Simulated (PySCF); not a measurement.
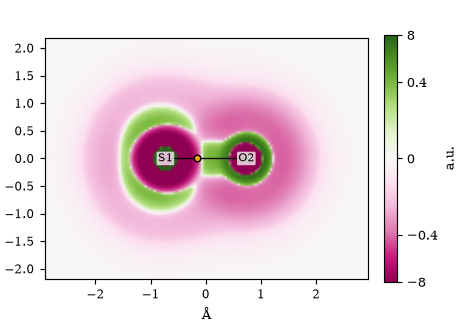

Figure. OS, triplet, SMILES `[S][O]`. Negative Laplacian of the density (−∇²ρ) in a plane that holds the bond (green positive, pink negative, colour scale in a.u., logarithmic beyond ±0.04), with bond paths and bond critical points (dots).

PySCF calculation, B3LYP/cc-pVDZ, gas phase; geometry: GFN2-xTB. No frequency check shows the geometry to be a minimum. The stability of the open-shell solution wasn't checked. GFN2-xTB bond lengths at metals and heavier atoms can be off by up to 0.1 Å and shapes distorted, which carries into these values. GFN2-xTB doesn't know the spin state, so this open-shell geometry is rough.

### At which bond critical points in this plane is charge locally concentrated, and at which depleted?

At none is it concentrated. Depleted (∇²ρ > 0): S1–O2 (+1.44 a.u., H = −0.210). A positive Laplacian with clearly negative H marks a strongly polar covalent bond, whose critical point lies close to the core of the less electronegative atom.

### Where along S1–O2 does the critical point lie?

0.58 Å from S1 and 0.89 Å from O2.
